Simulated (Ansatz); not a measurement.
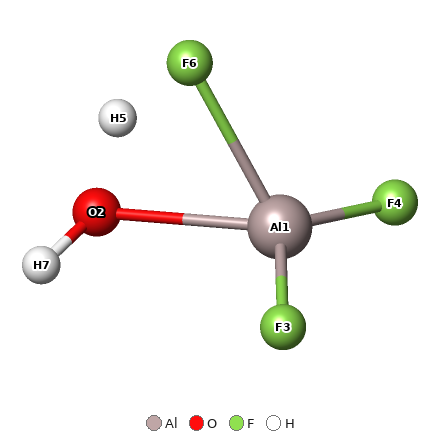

The system is the reacting system AlF3H2O; the picture shows the reference structure. 
- First axis: distance O2–H5 (bond that forms). Second axis: distance H5–F6 (bond that breaks).
- Relaxed at each point: all other coordinates.
- Grid: 13 × 13 points.
- Points are written as (first, second).
- Energies are in kJ/mol, from the lowest grid point.
- The reference is spin-restricted, so regions where a bond is pulled apart into radicals lie too high.
- Computed with RKS PBE-D4/def2-SVP (Ansatz).

Its coordinates:

```xyz
7

Al   -0.3338   -0.8088    0.2493
O     1.1300    0.7804   -0.0210
F    -0.5398   -1.6915   -1.1432
F    -0.4282   -1.4329    1.7828
H    -0.0378    1.2857   -0.0199
F    -1.2223    1.0992    0.1038
H     1.4318    0.7678   -0.9519
```

Range: distance O2–H5 (bond that forms) from 0.873 to 2.673 Å; distance H5–F6 (bond that breaks) from 0.819 to 2.319 Å.

**Predict the map.**

The lowest grid point is at (0.954 Å, 2.319 Å). It lies at the edge of the scanned range, so the true minimum may lie outside. The highest grid point, (0.873 Å, 0.819 Å), lies 707 kJ/mol above the lowest.

| second ↓, first → | 0.873 | 0.954 | 1.065 | 1.191 | 1.329 | 1.476 | 1.630 | 1.791 | 1.957 | 2.129 | 2.306 | 2.487 | 2.673 |
| --- | --- | --- | --- | --- | --- | --- | --- | --- | --- | --- | --- | --- | --- |
| 2.319 | 33 | 0 | 10 | 59 | 127 | 201 | 271 | 334 | 387 | 432 | 469 | 497 | 519 |
| 2.164 | 35 | 1 | 10 | 57 | 123 | 194 | 261 | 322 | 373 | 417 | 452 | 481 | 502 |
| 2.013 | 39 | 3 | 10 | 54 | 117 | 185 | 249 | 306 | 356 | 397 | 431 | 459 | 481 |
| 1.866 | 44 | 7 | 11 | 51 | 109 | 173 | 233 | 287 | 333 | 372 | 405 | 431 | 453 |
| 1.723 | 53 | 13 | 12 | 47 | 100 | 158 | 213 | 263 | 306 | 342 | 372 | 396 | 416 |
| 1.584 | 67 | 22 | 15 | 44 | 89 | 140 | 190 | 234 | 272 | 305 | 332 | 354 | 372 |
| 1.450 | 90 | 38 | 22 | 41 | 78 | 121 | 162 | 201 | 234 | 262 | 285 | 304 | 319 |
| 1.321 | 126 | 64 | 36 | 42 | 68 | 100 | 133 | 163 | 190 | 213 | 232 | 247 | 258 |
| 1.199 | 180 | 105 | 60 | 50 | 61 | 81 | 104 | 126 | 146 | 163 | 177 | 188 | 197 |
| 1.084 | 264 | 168 | 101 | 71 | 64 | 70 | 82 | 95 | 108 | 120 | 129 | 137 | 144 |
| 0.979 | 382 | 261 | 165 | 111 | 85 | 77 | 78 | 83 | 90 | 97 | 103 | 109 | 113 |
| 0.886 | 541 | 388 | 260 | 180 | 136 | 114 | 106 | 105 | 107 | 110 | 114 | 118 | 122 |
| 0.819 | 707 | 526 | 370 | 269 | 210 | 178 | 163 | 158 | 157 | 158 | 161 | 164 | 167 |

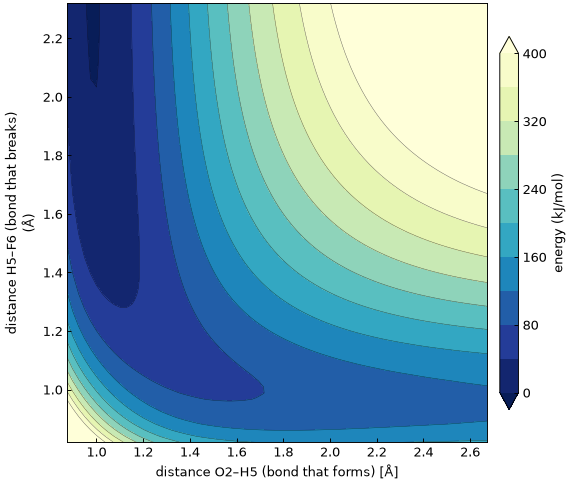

In the figure: filled contours, one colour for all values above the top of the scale. Between grid points the surface is interpolated.

Each point was launched as `ansatz run input.yaml --threads 1 --pin off --max-ram 2560MiB --backend cpu --events-out ev --progress --plain --runs-dir out`. The whole map (169 points run) took 46 min on 1 thread of Arm Neoverse N1, with other jobs on the host.
